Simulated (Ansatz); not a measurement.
# C2H4BBr: the cost of one run

Computed with Ansatz 0.2.0, driven from Python. Level of theory: B3LYP+D4/def2-SVP.

### 1 The system

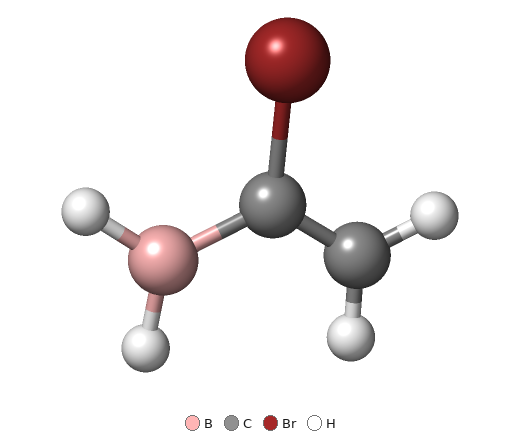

The structure that the script starts from, seen from a chosen angle (boron pink, carbon grey, bromine red, hydrogen white).

No structure file is read: the coordinates are typed or built in the script.

### 2 The code

Contents of c2h4bbr.py:

```python
"""Harmonic frequencies of C2H4BBr at its relaxed geometry."""

import ansatz
from ase import Atoms
from ase.thermochemistry import IdealGasThermo
import numpy as np

GEOMETRY = """
B     0.06970    1.23740    0.30220
C     0.19410   -0.12680   -0.38000
C    -0.34340   -1.22310    0.16700
Br    1.23500   -0.23930   -2.03050
H     0.48130    2.23580   -0.23990
H    -0.56870    1.41030    1.30730
H    -0.83480   -1.17760    1.12030
H    -0.14100   -2.17380   -0.30210
"""

system = ansatz.Crystal.molecule()
for line in GEOMETRY.strip().splitlines():
    symbol, *xyz = line.split()
    system = system.atom(symbol, [float(v) for v in xyz])

job = (
    system.calculation()
    .basis(gaussian="def2-SVP")
    .functional("b3lyp", dispersion="d4")
)
symbols = [site.symbol for site in system.cartesian_sites]
start = np.array([site.position_ang for site in system.cartesian_sites], dtype=float)
data = job.relax(force_tolerance=0.003, max_steps=100).run(threads=1, backend="cpu").report
end = np.array(data["positions_ang"])

print("final positions (A) and the move of each atom")
for symbol, xyz, old in zip(symbols, end, start):
    print(f"{symbol:2s} {xyz[0]:10.5f} {xyz[1]:10.5f} {xyz[2]:10.5f}   {np.linalg.norm(xyz - old):7.4f}")

# same settings at the minimum
minimum = ansatz.Crystal.molecule()
for symbol, xyz in zip(symbols, end):
    minimum = minimum.atom(symbol, xyz.tolist())
vibrating = (
    minimum.calculation()
    .basis(gaussian="def2-SVP")
    .functional("b3lyp", dispersion="d4")
    .phonons(temperatures=(298.15, 498.15, 100))
)
vib = vibrating.run(threads=1, backend="cpu").report["vibrations"]
sums = vib["harmonic_sums"]
modes = [m["omega_inv_cm"] for m in sums["modes_at_gamma"] if m["rigid_motion"] == "no"]
print("frequencies (1/cm):", " ".join(f"{w:.0f}" for w in modes))
print("imaginary modes:", sum(w < 0 for w in modes), " zero-point energy:", round(sums["zero_point_energy_ev"], 4), "eV")
# rigid rotor and ideal gas, symmetry number taken as one
gas = IdealGasThermo(vib_energies=[w / 8065.544 for w in modes if w > 0], geometry="linear" if len(modes) == 3 * len(symbols) - 5 else "nonlinear",
                     atoms=Atoms(symbols, positions=end), symmetrynumber=1, spin=0.0)
print(f"H(298 K) - E = {gas.get_enthalpy(298.15, verbose=False):.4f} eV")
print(f"S(298 K, 1 bar) = {96485.33 * gas.get_entropy(298.15, 1e5, verbose=False):.1f} J/(mol K) with symmetry number 1")
```

### 3 The input behind the calls

The engine receives this input (first run):

```yaml
crystal:
  periodic: [false, false, false]
  atoms:
    - { symbol: B, position_ang: [0.0697, 1.2374, 0.3022] }
    - { symbol: C, position_ang: [0.1941, -0.1268, -0.38] }
    - { symbol: C, position_ang: [-0.3434, -1.2231, 0.167] }
    - { symbol: Br, position_ang: [1.235, -0.2393, -2.0305] }
    - { symbol: H, position_ang: [0.4813, 2.2358, -0.2399] }
    - { symbol: H, position_ang: [-0.5687, 1.4103, 1.3073] }
    - { symbol: H, position_ang: [-0.8348, -1.1776, 1.1203] }
    - { symbol: H, position_ang: [-0.141, -2.1738, -0.3021] }
basis:
  gaussian:
    orbitals: def2-SVP
hamiltonian:
  xc: b3lyp
  dispersion: d4
relax:
  f_tol: 0.003
  max_steps: 100
```

### 4 Launch

Run with:

```
$ python c2h4bbr.py
```

What time and memory should one allow on 1 thread of Arm Neoverse V1, shared host?

About 2.9 min, with a peak of 0.34 GiB.
